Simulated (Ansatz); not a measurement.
# BClH4Si2 (SMILES [SiH2+]/[BH-]=[SiH]\Cl): what the fields show

The calculation's input:

```
crystal:
  periodic: [false, false, false]
  atoms:
    - {symbol: B, position_ang: [-0.443203, -0.022746, 2.221003]}
    - {symbol: Cl, position_ang: [-2.573319, 2.653180, 3.064222]}
    - {symbol: Si, position_ang: [-1.830689, -1.165453, 2.740401]}
    - {symbol: Si, position_ang: [-0.806368, 1.809378, 2.382348]}
    - {symbol: H, position_ang: [-3.148158, -0.708039, 3.248857]}
    - {symbol: H, position_ang: [-1.803373, -2.652965, 2.717087]}
    - {symbol: H, position_ang: [0.625358, -0.356979, 1.810059]}
    - {symbol: H, position_ang: [0.067972, 2.968261, 2.065156]}
basis:
  gaussian:
    orbitals: def2-TZVPD
output:
  forces: true
  orbitals: {seedname: orbitals}
hamiltonian:
  xc: {name: PBE0}
```

Launched as:

```sh
ansatz run input.yaml --threads 1 --pin off --max-ram 2610MiB --events-out events.jsonl --progress --plain --runs-dir runs
```

Geometry: B3LYP/6-31G*.

The calculation used isolated molecule in a Gaussian basis; Kohn-Sham density functional theory, functional PBE0 (Ansatz).

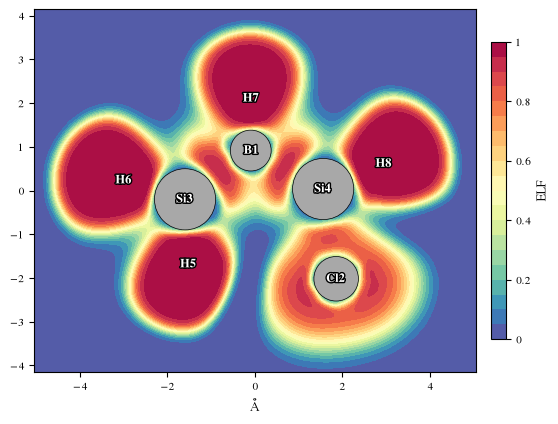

Figure 1. ELF on the molecular plane. Grey discs cover the atomic cores.

Question: Interpret the plot.

Answer: Atoms in the plane: B, Cl, Si and H.
Si–B (1.87 Å): the ELF peaks at about 0.95 between the atoms; localised, covalent bonding.
Si–Cl (2.07 Å): the ELF peaks at about 0.85 between the atoms, as expected for a polar covalent bond.
B–H (1.19 Å): the ELF climbs to about 1 towards the hydrogen, as it does in any bond to H; a covalent bond by its length.
Si–H (1.48 Å): the ELF climbs to about 1 towards the hydrogen.
The ELF also peaks beside Cl2, away from the bonds: lone-pair regions.

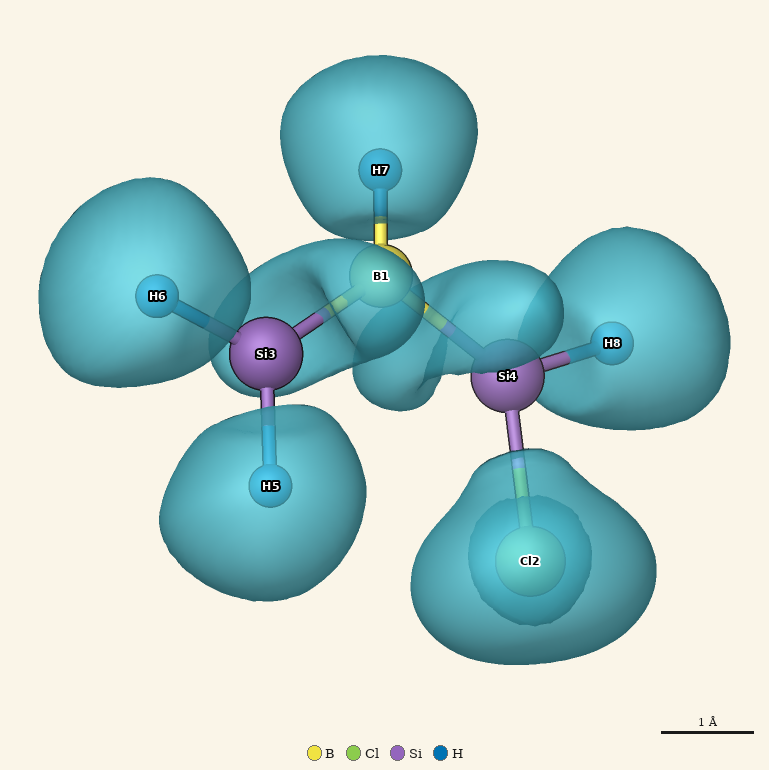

Figure 2. Isosurface of the electron localisation function at 0.75 (cyan), seen at a tilt. Core shells and regions of very low density are left out.

Question: What do the ELF domains correspond to?

Answer: The ELF exceeds this value in two regions between bonded B–Si atoms (shared pairs), four regions around hydrogen nuclei and one region on Cl in which the atom's valence shell and bonds are merged.

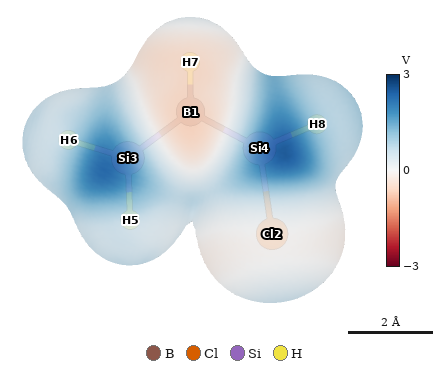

Figure 3. The molecular electrostatic potential painted on the density surface at 0.004 e/bohr³, seen across its widest extent; the colour scale runs from red (negative) to blue (positive).

Question: Where is the surface potential most negative and most positive?

Answer: The most negative region (about −0.6 V) lies over H7, the most positive (about +2.4 V) over Si4. Cl2 shows a σ-hole: about +0.6 V at the tip opposite its bond, against about −0.1 V on its flanks.

Question: How polar is the molecule by this calculation?

Answer: Its dipole moment is 0.20 D.
